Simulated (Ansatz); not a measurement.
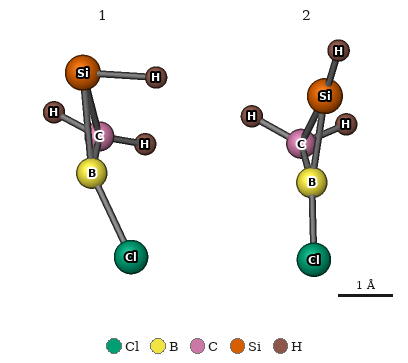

Two geometries of CH$_{3}$BClSi (charge −1), drawn at one scale. One is the start of a relaxation, the other its converged end. A ball-and-stick model, seen from a free direction.

Computed with RKS PBE0-D4/def2-TZVPD (Ansatz 0.2.0). Settings: force threshold 0.005 eV/Å; at most 200 steps.

Q: Which geometry has the lower energy?

A: Structure 1 is the relaxed one. The Si atom moves most after the best rigid fit: 0.84 Å. By element the largest moves are Si 0.84 Å, H 0.65 Å, Cl 0.41 Å, B 0.39 Å, C 0.19 Å. Near-neighbour distances that change, for instance: H–Si 1.259 → 1.543 Å, B–Si 1.716 → 1.939 Å, B–Cl 1.639 → 1.803 Å, C–Si 2.048 → 2.156 Å. Bond angles that change, for instance: B–Si–H 152.1° → 88.6°, C–Si–H 163.1° → 102.5°, Si–C–H 97.7° → 133.2°. Over 19 geometry steps the energy falls by 340.8 kJ/mol. The largest force component goes from 5 to 0.0012 eV/Å.
